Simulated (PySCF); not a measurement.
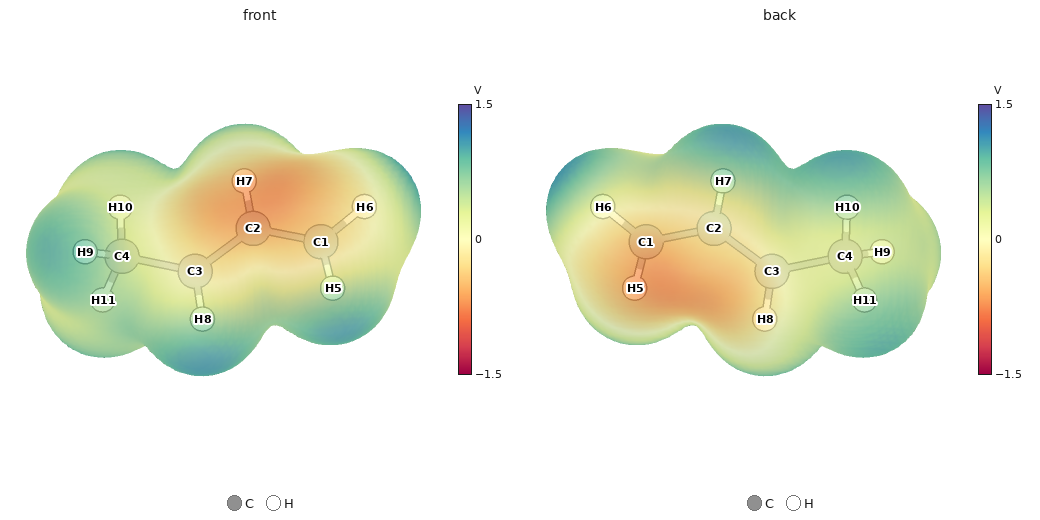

The picture shows: C$_{4}$H$_{7}$ (doublet). The electrostatic potential painted on the density surface at 0.004 e/bohr³, seen from the front and from behind; red is negative and blue positive.

Geometry: GFN2-xTB.

Computed with UKS B3LYP, pcH-1 on C H, non-relativistic, mean-field spin-orbit, GIAO (PySCF 2.14.0, density-fitted response routines).

```xyz
11

C     2.0563    0.1472   -0.0841
C     0.7209    0.3893   -0.2671
C    -0.2920   -0.3807    0.2604
C    -1.7341   -0.1076    0.0555
H     2.3912   -0.6892    0.5040
H     2.8082    0.7794   -0.5188
H     0.4365    1.2456   -0.8678
H    -0.0381   -1.2405    0.8642
H    -2.2364    0.0403    1.0140
H    -1.8854    0.7765   -0.5594
H    -2.2217   -0.9577   -0.4268
```

> Where is the surface potential most negative and most positive?

The most negative region (about −0.8 V, or −18 kcal/mol for a unit charge) lies over the π face of C1 and C2, the most positive (about +1.1 V, or +25 kcal/mol for a unit charge) over the H atoms.
